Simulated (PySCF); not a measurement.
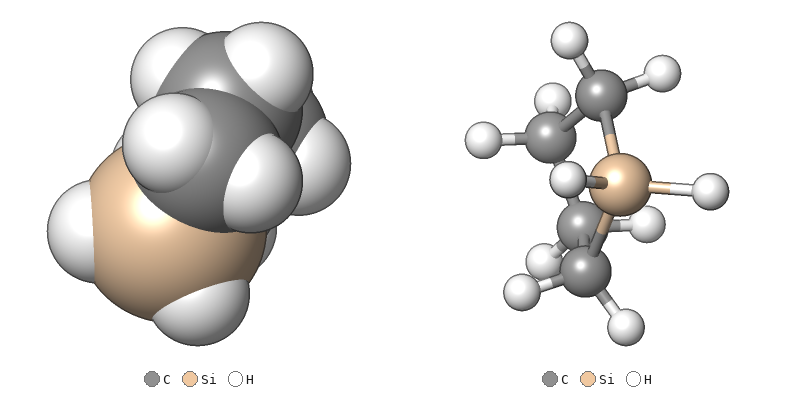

The same structure drawn twice, from different directions.

**What is the molecular formula?**

C₄H₁₀Si, 15 atoms: 4 carbon, 10 hydrogen and 1 silicon.

**What is its SMILES?**

C1CC[SiH2]C1

The parts below concern this one geometry. Atoms keep their numbers from picture to picture. The geometry was computed by an optimisation with PBE0-D3(BJ)/def2-SVP. No frequency run is at hand to confirm it as a minimum.

**Symmetry**

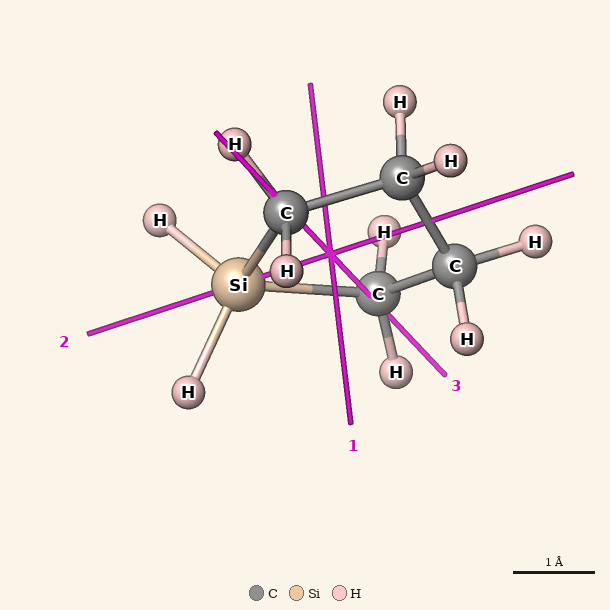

The three principal axes of inertia are drawn and numbered. Atoms fade into the background with distance from the viewer. No frequency run is at hand to confirm it as a minimum. Masses are those of the most abundant isotopes; constants are for the rigid equilibrium geometry.

**Which line is the a axis (least moment of inertia), which b and which c?**

a is line 2, b is line 3, c is line 1; the moments are 92.4, 123, 191 u Å².

**What kind of rotor is it, and what are its rotational constants in MHz?**

An asymmetric top (C2): A = 5470, B = 4117, C = 2651 MHz. Ray's parameter κ is 0.04, midway between the limits.

**NMR shielding**

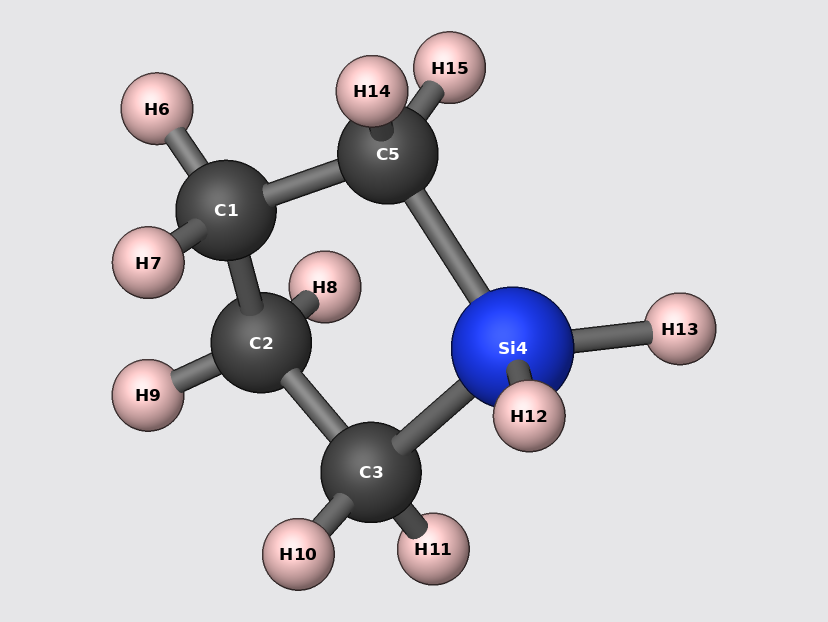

No frequency run is at hand to confirm it as a minimum. Method: GIAO B97-D/pcSseg-1 NMR shielding, non-relativistic, gas phase (PySCF 2.14.0). Principal shieldings σ11 ≤ σ22 ≤ σ33, span Ω = σ33 − σ11, skew κ = 3(σiso − σ22)/Ω.

Give the shielding tensors of the Si atoms.

```tsv
atom	σ11	σ22	σ33	σiso	Ω	κ
Si4	320.2	373.1	428.1	373.8	107.8	0.02
```

Shieldings and span in ppm.

**Ring current**

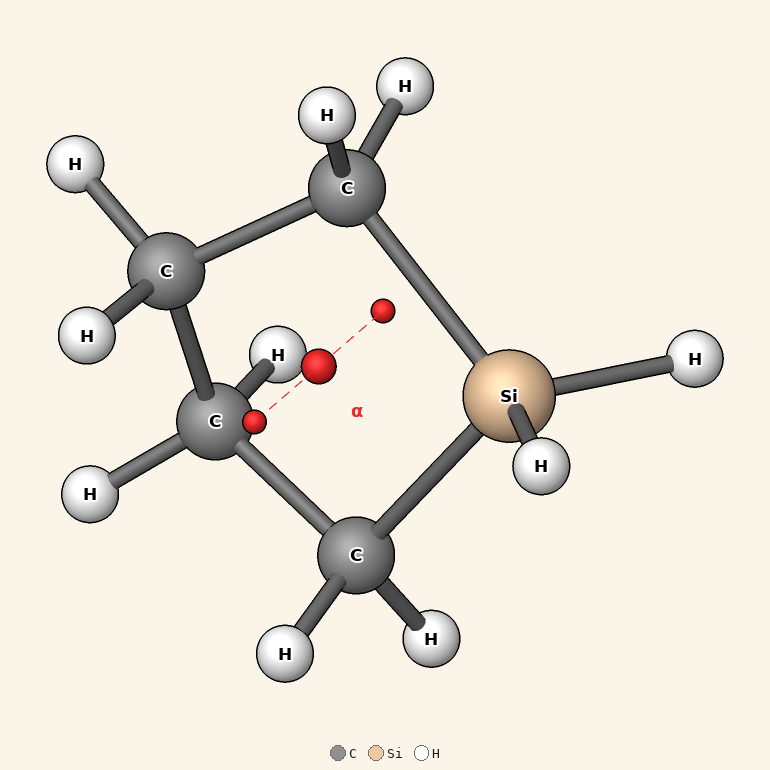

The small points mark where nucleus-independent chemical shifts (NICS) were computed: at the centre of each lettered ring and 1 Å above and below it. No frequency run is at hand to confirm it as a minimum. Level of theory: GIAO KT3/pcSseg-1 NMR shielding, non-relativistic, gas phase (PySCF 2.14.0).

Give NICS(0), NICS(1) and the out-of-plane component NICS(1)zz for each ring (means of the two sides).

```tsv
ring	members	NICS(0)	NICS(1)	NICS(1)zz
α	C4Si	−4.9	−3.9	−3.5
```

Values in ppm.

**What do the values say about the ring currents?**

Ring α: weak, as in a non-aromatic ring. NICS is one index among several.

**Levels of theory compared**

No frequency run is at hand to confirm it as a minimum. Program: PySCF 2.14.0.

At this fixed geometry, give dipole (D), HOMO–LUMO gap (eV), HOMO energy (eV) at these levels: B97-D/pcSseg-1; CAM-B3LYP/pcSseg-1; KT2/pcSseg-1; LC-wPBE/pcSseg-1; PBE/pcSseg-1; PBE0/STO-3G; WP04/pcSseg-1; mPW1PW91/pcSseg-1; ωB97X-D/pcSseg-1.

```tsv
level	dipole (D)	HOMO–LUMO gap (eV)	HOMO energy (eV)
B97-D/pcSseg-1	0.67	7.23	−6.85
CAM-B3LYP/pcSseg-1	0.57	11.44	−9.47
KT2/pcSseg-1	0.66	7.07	−6.96
LC-wPBE/pcSseg-1	0.56	14.08	−10.85
PBE/pcSseg-1	0.71	7.11	−6.88
PBE0/STO-3G	0.13	14.37	−6.36
WP04/pcSseg-1	0.50	8.76	−9.21
mPW1PW91/pcSseg-1	0.63	9.24	−8.16
ωB97X-D/pcSseg-1	0.59	12.82	−9.99
```
